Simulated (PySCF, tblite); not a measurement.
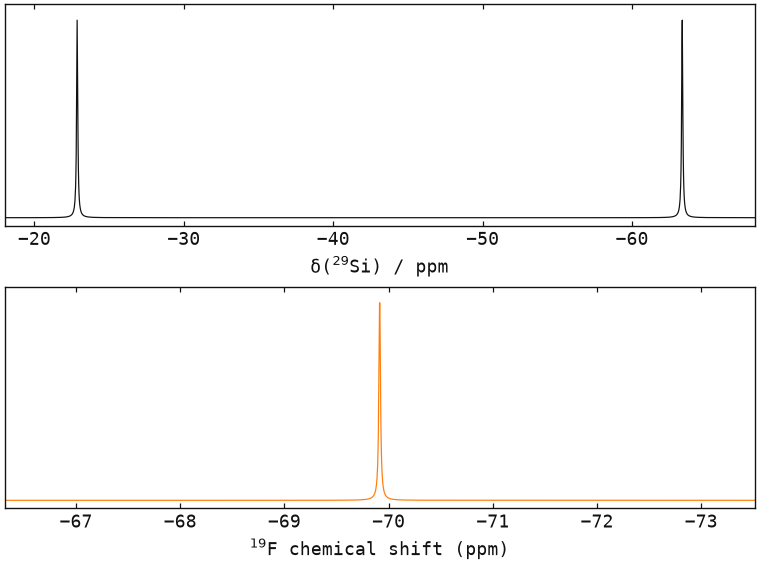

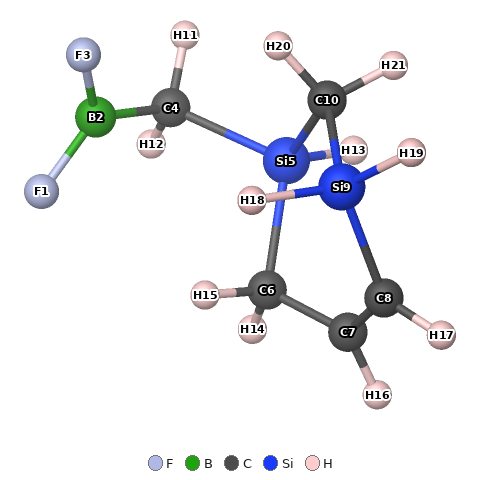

Spectrum and numbered structure of C₅H₁₁BF₂Si₂, SMILES FB(F)C[Si@@H]1CC=C[SiH2]C1. GIAO shifts, PBE0/pcSseg-1 with PySCF, at a GFN2-xTB geometry (a minimum by its frequencies), against TMS for ²⁹Si and CFCl₃ for ¹⁹F computed at the same level (¹⁹F: this reference is a hard case for the method, so all values can be off together by tens of ppm, and differences between signals are safer). Gas phase, fully decoupled, line heights follow the number of nuclei, widths are arbitrary (no quadrupolar broadening); values of one conformer, averaged over methyl-type rotors and exact or near symmetry; other conformers aren't averaged in.

Which atoms give which ²⁹Si line?

Answer.
```tsv
δ (ppm)	nuclei	atoms
−22.9	1	Si5
−63.4	1	Si9
```

Where does the ¹⁹F line lie?

Answer. At −69.9 ppm (F1 and F3).

Note: the tight-binding geometry is rougher than a DFT one and adds to the error.
